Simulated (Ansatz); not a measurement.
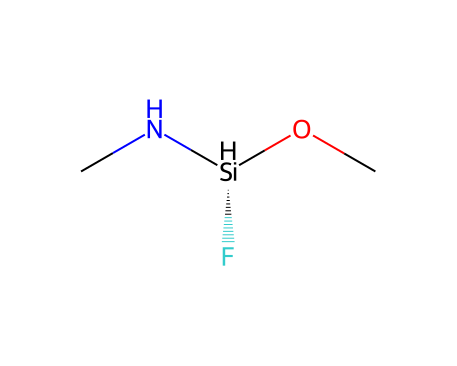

Skeletal drawing of a molecule.

Give its SMILES.

CN[Si@@H](F)OC

Give the formula, hydrogens included.

C2H8FNOSi.

An optimisation with PBE0-D4/def2-TZVP gave a structure of which point group?

C1.

More results for the same structure follow; atom numbers are the same in all pictures, views and colours differ. The computed structure is the end point of a PBE0-D4/def2-TZVP optimisation.

### Shape

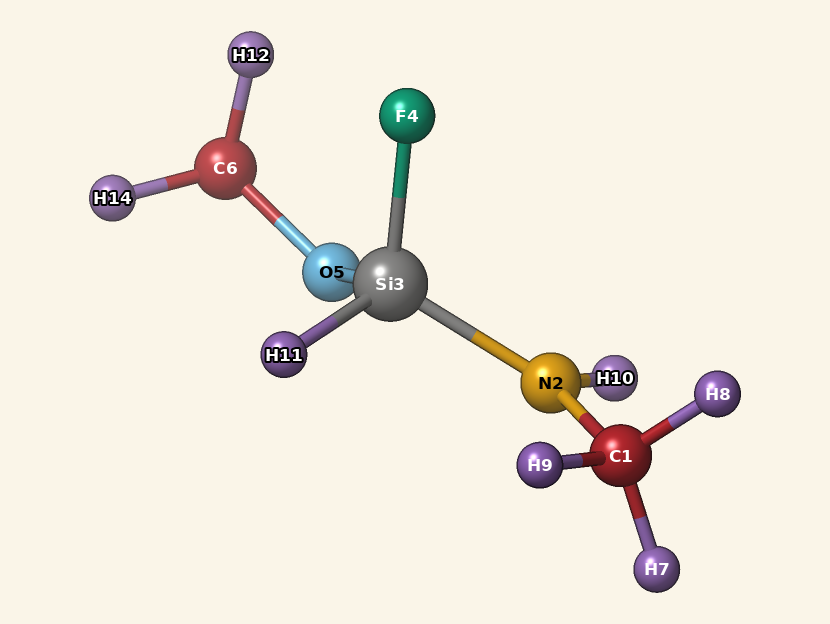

O5 lies behind Si3. The molecule seen a little off the Si3–O5 bond, Si3 in front. Atoms fade into the background with distance from the viewer.

What is the torsion angle F4–Si3–O5–C6? The sign is positive where the front bond must turn clockwise to cover the back bond.

−39°, synclinal (gauche).

### Levels of theory compared

Program: Ansatz 0.2.0.

Compare dipole (D) at these levels: B3LYP-D4/def2-TZVPP; PBE-D4/def2-TZVPP; PBE0-D4/def2-TZVP; r2SCAN-D4/def2-TZVPP; ωB97M-V/def2-TZVPP.

```tsv
level	dipole (D)
B3LYP-D4/def2-TZVPP	0.99
PBE-D4/def2-TZVPP	1.02
PBE0-D4/def2-TZVP	1.01
r2SCAN-D4/def2-TZVPP	1.01
ωB97M-V/def2-TZVPP	0.97
```

### Charges

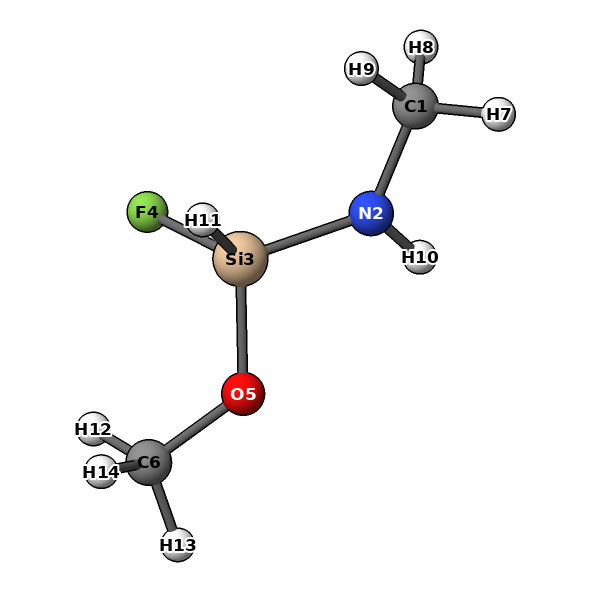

The questions are on Mulliken charges. Level of theory: RKS ωB97M-V/def2-TZVPP (Ansatz 0.2.0).

Which atom carries the highest charge (most positive or least negative)?

Si3 (0.67 e).

And the lowest?

O5 (−0.37 e).

List the Mulliken charges.

```json
{"atom": "C1", "value (e)": "−0.23"}
{"atom": "N2", "value (e)": "−0.29"}
{"atom": "Si3", "value (e)": "0.67"}
{"atom": "F4", "value (e)": "−0.32"}
{"atom": "O5", "value (e)": "−0.37"}
{"atom": "C6", "value (e)": "−0.18"}
{"atom": "H7", "value (e)": "0.12"}
{"atom": "H8", "value (e)": "0.12"}
{"atom": "H9", "value (e)": "0.10"}
{"atom": "H10", "value (e)": "0.10"}
{"atom": "H11", "value (e)": "−0.07"}
{"atom": "H12", "value (e)": "0.12"}
{"atom": "H13", "value (e)": "0.12"}
{"atom": "H14", "value (e)": "0.12"}
```

### Vibrations

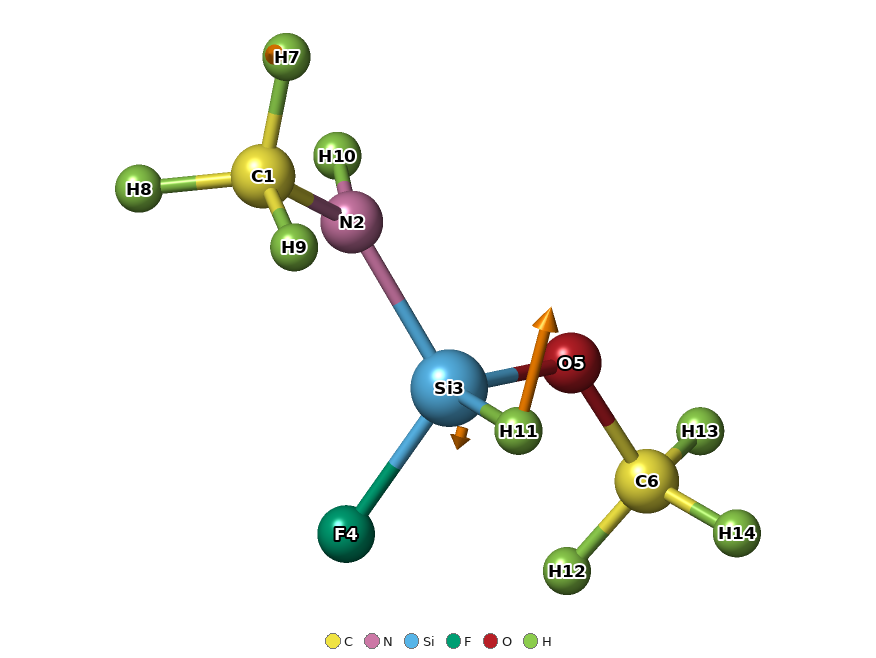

The arrows show one normal mode. Harmonic vibrations computed with RKS PBE0-D4/def2-TZVP (Ansatz 0.2.0) at a stationary point of the same level.

At what wavenumber does it lie?

915 cm⁻¹; it is mode 15 of 36 counted from the lowest.

Mulliken values depend strongly on the basis set and can even reverse the polarity of a bond.
